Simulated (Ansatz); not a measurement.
System: CCuFS (SMILES F[C]([S-])[Cu]) (charge −1, doublet).

Input

```
crystal:
  periodic: [false, false, false]
  atoms:
    - {symbol: C, position_ang: [-1.141882, 1.260662, -2.235386]}
    - {symbol: Cu, position_ang: [-2.411537, 1.822941, -0.917011]}
    - {symbol: F, position_ang: [-1.565796, 0.434218, -3.246005]}
    - {symbol: S, position_ang: [0.455583, 1.654738, -2.318489]}
basis:
  gaussian:
    orbitals: def2-TZVPD
total_charge: -1
magnetization:
  spin_polarized: true
  initial_magnetization: 1
hamiltonian:
  xc: pbe0
output: {forces: true, orbitals: {seedname: orbitals}}
```

Launched as:

```sh
ansatz run input.yaml --threads 2 --pin off --max-ram 4350MiB --events-out events.jsonl --progress --plain --runs-dir runs
```

Geometry: PBE0-D3(BJ)/def2-SVPD; the highest occupied orbital lies above zero, a sign that basis and functional describe the outermost electron poorly.

Level of theory: isolated molecule in a Gaussian basis; Kohn-Sham density functional theory, functional PBE0 (Ansatz).

Question: What can the converged electron density, electron localisation function and spin density tell about the bonding?

Answer: C–F (1.37 Å): ρ is about 2.1 e/Å³ halfway, with its minimum of 1.7 e/Å³ about 0.5 Å from C; the ELF peaks at about 0.80 between the atoms; a polar covalent bond.
C–S (1.65 Å): ρ is about 1.6 e/Å³ halfway; the ELF peaks at about 0.90 between the atoms: a covalent bond.
C–Cu (1.91 Å): ρ is about 0.81 e/Å³ halfway; the ELF peaks at about 0.95 in the valence shell of C, 0.6 Å from its nucleus, and is about 0.30 at the midpoint.
The unpaired spin (1 electron) lies mostly on Cu2 (about 0.9) and C1 (about 0.1), in electrons by Hirshfeld's partition.

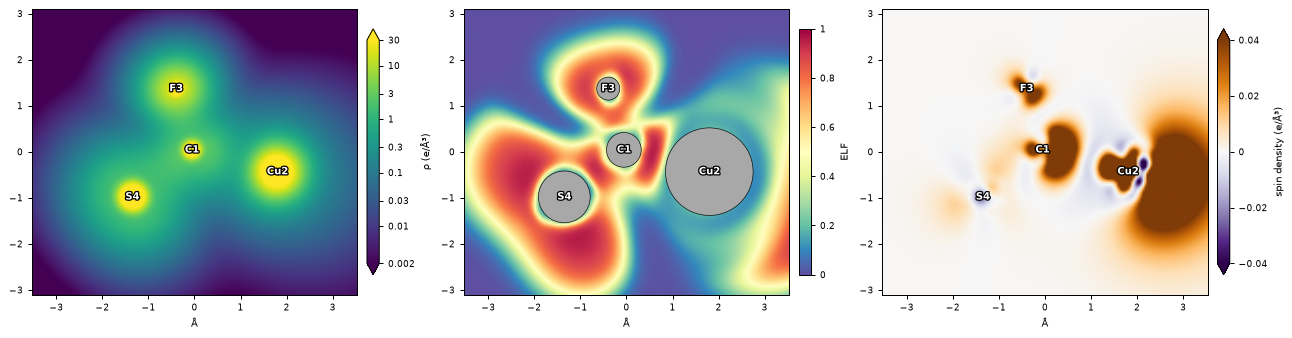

Computed electron density, electron localisation function and spin density on the molecular plane, in this order. Grey discs cover the atomic cores in the ELF map. 
